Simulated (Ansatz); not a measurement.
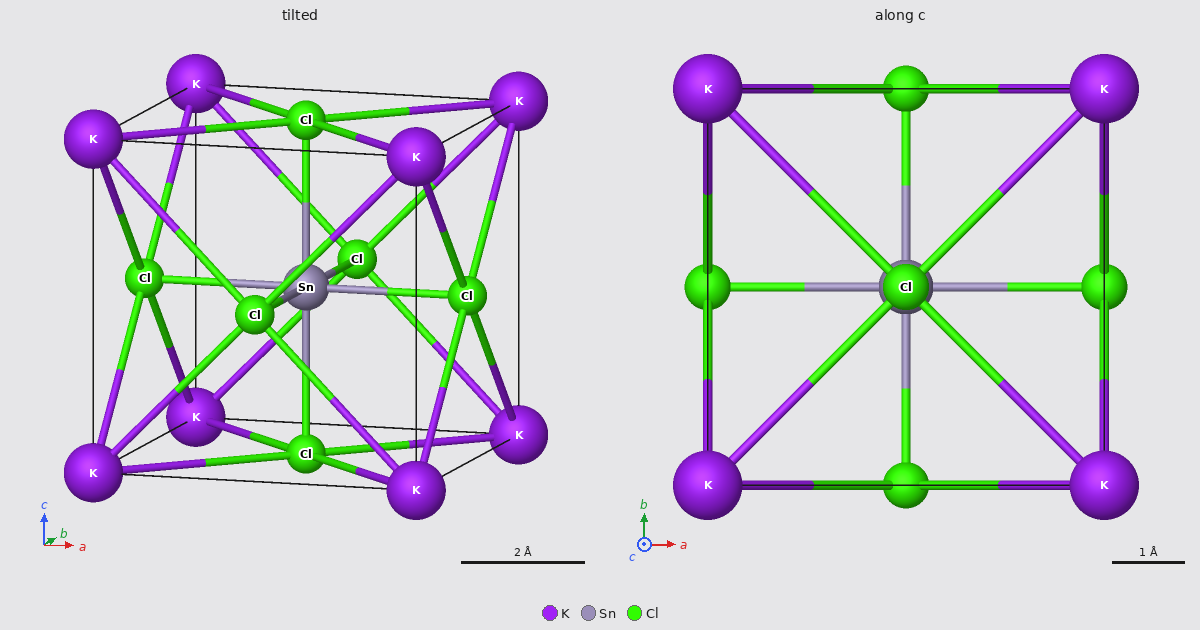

We look at a ball-and-stick model of the crystal slightly off an axis and along the c axis. The edges of the conventional unit cell are marked.

KSnCl3, cubic perovskite, space group Pm-3m (No. 221), a = 5.540 Å, b = 5.540 Å, c = 5.540 Å, α = 90.00°, β = 90.00°, γ = 90.00°. Origin of the cell: a structure type filled with these elements by a generator (whether the compound takes this form wasn't checked). Earlier steps of the study may have refined or changed the cell and positions. A calculation with Ansatz used it as input.

This one geometry was computed with Ansatz (DFT, plane waves, PAW) at three levels of theory: HSE06, PBE and r2SCAN. It was relaxed beforehand with r2SCAN.

How does the band gap change with the level of theory?

Answer. PBE: a gap of 0.79 eV, direct; r2SCAN: a gap of 0.96 eV, direct; HSE06: a gap of 1.29 eV, direct.

Collect the results in a table.

Answer.
| level | cutoff (eV) | k-mesh of the run's cell | gap (eV) | pressure (GPa) |
| --- | --- | --- | --- | --- |
| HSE06 | 420 | 4×4×4 | 1.29 | 0.4 |
| PBE | 420 | 6×6×6 | 0.79 | 0.6 |
| r2SCAN | 500 | 6×6×6 | 0.96 | -0.1 |

Gaps are taken on the k-mesh or band path of each run.
